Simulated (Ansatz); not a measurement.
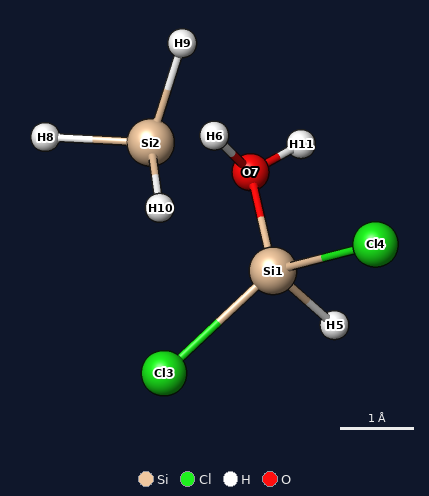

*The input geometry (ball-and-stick view, seen at a tilt; atoms are numbered from 1 in the order of the input).*

Bond lengths as drawn: Cl–Si 2.09 Å, H–O 0.98 to 1.13 Å, H–Si 1.48 to 1.50 Å and O–Si 1.84 Å.

## Si₂H₆Cl₂O: phonon calculation

The run: phonon calculation of Si₂H₆Cl₂O. Method and program: RKS B3LYP-D4/def2-SVP (Ansatz 0.2.0).

It belongs to a series of runs on one base structure; here: vibrations at the highest image of the band. Figures and captions count atoms from 1; the log counts them from 0 in places.

### The input
```yaml
crystal:
  periodic: [false, false, false]
  atoms:
    - { symbol: Si, position_ang: [-0.831901, 0.908532, -0.322112] }
    - { symbol: Si, position_ang: [1.304376, -0.965682, -0.200753] }
    - { symbol: Cl, position_ang: [-1.099583, 0.198239, -2.265818] }
    - { symbol: Cl, position_ang: [0.629688, 2.358738, 0.04374] }
    - { symbol: H, position_ang: [-2.050015, 1.743979, -0.182686] }
    - { symbol: H, position_ang: [-0.285701, -0.618003, 0.943585] }
    - { symbol: O, position_ang: [-1.309678, -0.169943, 1.093255] }
    - { symbol: H, position_ang: [1.053893, -2.373278, -0.655682] }
    - { symbol: H, position_ang: [2.293476, -1.016172, 0.932016] }
    - { symbol: H, position_ang: [1.97175, -0.238113, -1.320386] }
    - { symbol: H, position_ang: [-1.676507, 0.171803, 1.934939] }
basis:
  gaussian: { orbitals: def2-SVP }
hamiltonian:
  xc: b3lyp
  dispersion: d4
phonons: {}
```

Machine: 2 threads of Intel Xeon (Granite Rapids), 16 GiB of memory available, shared host.

Launched with:
```bash
ansatz run input.yaml --threads 2 --pin off --max-ram 3072MiB --backend cpu --events-out ev --progress --plain --runs-dir out
```

### Output
```
Engine: ansatz 0.2.0, x86_64-unknown-linux-gnu
Functional definition: B3LYP
  parameter a0 = 0.2
  parameter ax = 0.72
  parameter ac = 0.81
  exchange = (1 - a0 - ax)*slater_x + ax*b88_x + a0*exact_x
  correlation = (1 - ac)*vwn_rpa_c + ac*lyp_c
1165 factors; integrals over basis functions are off by at most 3.2e-4 eV
mean field evaluation 1: about -42929.8792 eV, gradient 4.2e1 eV
mean field evaluation 2: about -42924.5567 eV, gradient 6.9e1 eV
mean field evaluation 4: about -42933.3149 eV, gradient 2.3e0 eV
mean field evaluation 8: about -42933.3317 eV, gradient 2.5e-2 eV
mean field -42933.33169650 eV, -1577.7708385890 hartree, gradient 2.6e-5 eV, S^2 0.000000; 0 other end points of the search recorded, 0 dependent functions left out
the calculation of the forces begins
reference -42933.33197619 eV, -1577.7708488675 hartree; 38, 38 occupied and 78, 78 virtual orbitals, 1165 factors
these checks for a lower state are left out or cut short: stability, starts, cluster_reference, orbital_swaps, neighbouring_geometries, increment
1165 factors; integrals over basis functions are off by at most 3.2e-4 eV
mean field evaluation 16: about -42933.3307 eV, gradient 1.4e-1 eV
mean field -42933.33184871 eV, -1577.7708441825 hartree, gradient 2.0e-6 eV, S^2 0.000000; 0 other end points of the search recorded, 0 dependent functions left out
[... from here on the field's lines of each further geometry are left out, up to the last ...]
the calculation of the forces begins
reference -42933.33190243 eV, -1577.7708461568 hartree; 38, 38 occupied and 78, 78 virtual orbitals, 1165 factors
these checks for a lower state are left out or cut short: stability, starts, cluster_reference, orbital_swaps, neighbouring_geometries, increment
1165 factors; integrals over basis functions are off by at most 3.2e-4 eV
mean field -42933.33155246 eV, -1577.7708332957 hartree, gradient 9.5e-7 eV, S^2 0.000000; 0 other end points of the search recorded, 0 dependent functions left out
the calculation of the forces begins
reference -42933.33183203 eV, -1577.7708435695 hartree; 38, 38 occupied and 78, 78 virtual orbitals, 1165 factors
WARN: phonons: modes at or below zero, which the zero-point energy, F, S and C_V leave out: 1, the lowest at -1126.25 cm⁻¹. A minimum has none, and a first-order saddle one
Total energy: -42933.88988169 eV, -1577.7913515163 hartree
Atom 0 at    -0.831901     0.908532    -0.322112 Å, force    -0.002725    -0.003177     0.005009 eV/Å
Atom 1 at     1.304376    -0.965682    -0.200753 Å, force    -0.001694    -0.000253     0.000039 eV/Å
Atom 2 at    -1.099583     0.198239    -2.265818 Å, force    -0.000042     0.000486     0.001485 eV/Å
Atom 3 at     0.629688     2.358738     0.043740 Å, force    -0.002919    -0.002524    -0.000599 eV/Å
Atom 4 at    -2.050015     1.743979    -0.182686 Å, force    -0.000958     0.000182     0.000936 eV/Å
Atom 5 at    -0.285701    -0.618003     0.943585 Å, force    -0.017278     0.000096     0.010198 eV/Å
Atom 6 at    -1.309678    -0.169943     1.093255 Å, force     0.028701     0.006314    -0.021134 eV/Å
Atom 7 at     1.053893    -2.373278    -0.655682 Å, force     0.000572     0.000394    -0.000292 eV/Å
Atom 8 at     2.293476    -1.016172     0.932016 Å, force     0.000482    -0.000028    -0.000410 eV/Å
Atom 9 at     1.971750    -0.238113    -1.320386 Å, force     0.000333    -0.000183    -0.000018 eV/Å
Atom 10 at    -1.676507     0.171803     1.934939 Å, force    -0.004472    -0.001308     0.004786 eV/Å
Dipole moment:    -0.517170     0.044662     0.680871 e Å
Vibrations: -1126.25 65.99 104.94 134.55 157.37 187.73 252.65 287.87 388.53 416.90 429.19 466.81 574.66 659.16 708.55 875.25 893.53 939.13 947.38 965.18 1041.97 1795.89 2150.31 2176.06 2214.85 2247.12 3622.58 cm⁻¹, zero-point energy 1.531462 eV
```

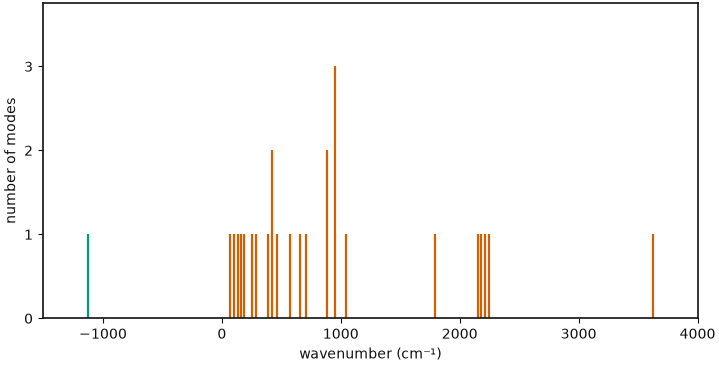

*Harmonic vibrational wavenumbers from the force constants; neighbouring modes closer than 22 cm⁻¹ are counted in one stick, and imaginary ones are drawn at negative wavenumbers.*

27 modes from 1126i to 3623 cm⁻¹, 1 imaginary beyond 8i (1126i cm⁻¹): a first-order saddle point, if the geometry is stationary.

### Summary

```tsv
quantity	value
outcome	converged
total energy	−42933.8899 eV
mean-field energy	−42933.3320 eV
largest force (length of the vector)	0.036 eV/Å
wall time	2.4 min (CPU time 4.6 min)
peak memory	0.3 GiB
```
